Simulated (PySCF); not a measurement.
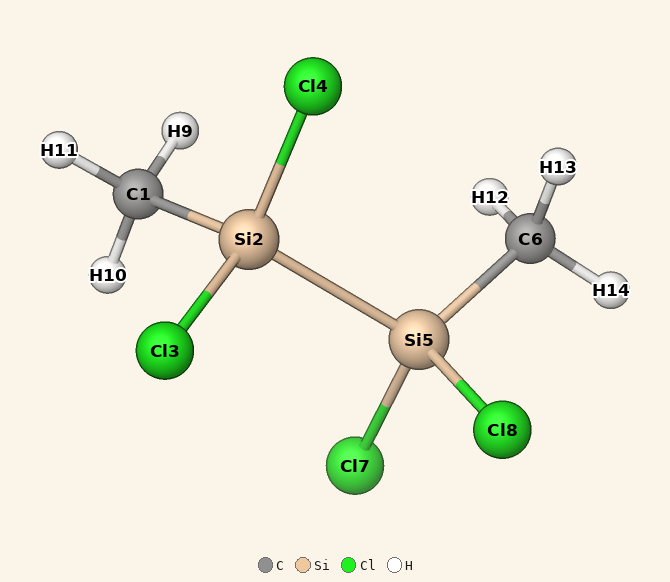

The geometry was computed by an optimisation with PBE0-D3(BJ)/def2-SVP. No frequency run is at hand to confirm it as a minimum. Properties computed with delta-SCF UKS SCAN, pcX-2 on the ionised atom, pcseg-1 elsewhere, spin-free X2C (PySCF 2.14.0).

Give the core-electron binding energies (to vacuum; p and d levels without spin–orbit splitting) of C1 1s, Si2 1s, Si2 2p, Cl3 1s, Cl3 2p.

| atom | level | binding energy (eV) |
| --- | --- | --- |
| C1 | 1s | 290.9 |
| Si2 | 1s | 1848.2 |
| Si2 | 2p | 108.5 |
| Cl3 | 1s | 2828.7 |
| Cl3 | 2p | 206.6 |
